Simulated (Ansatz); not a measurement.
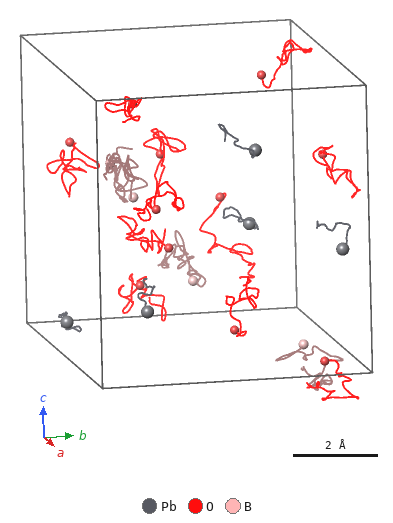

First-principles dynamics of an amorphous cell of composition B$_{4}$Pb$_{5}$O$_{11}$ (20 atoms in the cell), 375 fs long. Lines trace each atom's path, in the colour of its element; spheres stand at the starting positions. Seen slightly off an axis in the simulation cell.

All numbers below come from Ansatz, DFT PBE, scalar-relativistic, plane waves, PAW. Settings: plane-wave cutoff 420 eV; k-point mesh 1 × 1 × 1; Fermi-Dirac smearing 0.293 eV; set temperature 3400 K; time step 1.5 fs.

The input:
```yaml
crystal:
  lattice:
    - [6.960996, -0.170274, -0.299495]
    - [-0.170274, 6.796911, -0.046441]
    - [-0.299495, -0.046441, 6.971227]
  atoms:
    - { symbol: Pb, position: [0.7680982797, 0.2365000783, 0.2009569879] }
    - { symbol: Pb, position: [0.4080220467, 0.7194039368, 0.3995299496] }
    - { symbol: Pb, position: [0.3424861699, 0.0542393148, 0.0783578812] }
    - { symbol: Pb, position: [0.9082296722, 0.6102045271, 0.7745050048] }
    - { symbol: Pb, position: [0.8562415644, 0.9396586734, 0.4009237041] }
    - { symbol: O, position: [0.4681561283, 0.4023970629, 0.3455904988] }
    - { symbol: O, position: [0.1986538224, 0.3671162216, 0.1560783917] }
    - { symbol: O, position: [0.6176095512, 0.2392469296, 0.8891247274] }
    - { symbol: O, position: [0.976313274, 0.8308320331, 0.0445619446] }
    - { symbol: O, position: [0.5806906113, 0.9492496697, 0.667270718] }
    - { symbol: O, position: [0.2038475309, 0.4513141916, 0.6094261638] }
    - { symbol: O, position: [0.1620158274, 0.1290224619, 0.6586192348] }
    - { symbol: O, position: [0.0864424912, 0.7007350924, 0.4193331014] }
    - { symbol: O, position: [0.8145015524, 0.5439738748, 0.1315045264] }
    - { symbol: O, position: [0.6061972858, 0.7217184481, 0.9610791879] }
    - { symbol: O, position: [0.6898296822, 0.2982495727, 0.5357620203] }
    - { symbol: B, position: [0.0076494256, 0.6159424771, 0.1147635947] }
    - { symbol: B, position: [0.6411876636, 0.1454786796, 0.6928071706] }
    - { symbol: B, position: [0.7417114046, 0.8183639981, 0.0502832292] }
    - { symbol: B, position: [0.3563652011, 0.3061963046, 0.5014024856] }
  symmetry: { detect: false }
basis:
  ecutwfc: 420
  xc_grid: 1
kpoints:
  mp_grid: { grid: [1, 1, 1], shift: [0.0, 0.0, 0.0] }
hamiltonian:
  xc: pbe
scf:
  occupations: { method: fermi_dirac, width: 0.293 }
  lower_state_search: "off"
  convergence: { dr2_threshold: 1.0e-05 }
output:
  forces: true
  stress: true
md:
  timestep: 1.5
  n_steps: 250
  ensemble: nvt_langevin
  friction: 0.03
  temperature: 3400.0
  initial_velocities: maxwell_boltzmann
  seed: 75162
```

Command:
```bash
ansatz run input.yaml --threads 2 --pin off --max-ram 5120MiB --backend cpu --events-out ev --progress --plain --runs-dir out
```

### How do the atoms move?

Root-mean-square distances from the starting positions over the second half, with the common drift of all atoms taken out: O 1.04 Å, B 0.93 Å, Pb 0.88 Å. That is a large part of the typical shortest distance between atoms in the first frame, about 1.6 Å and still growing: the atoms leave their places as in a liquid. Bond changes: 3 B–O bonds form between 16.5 fs and 222 fs; 5 B–O bonds break between 19.5 fs and 352 fs. Over the second half the temperature averages 3251 K (spread ±454 K). The potential energy is still drifting at the end, so the run hasn't reached equilibrium. The potential energy in the second half lies on average 806 meV per atom below the first frame. The mean pressure there is 5.8 GPa.

Limits of the set-up: the periodic images lie only 6.8 Å apart, so the values are limited by the cell's size.

The run took 5.2 min on 2 threads of Arm Neoverse V1 (shared host), peak memory 0.44 GiB.
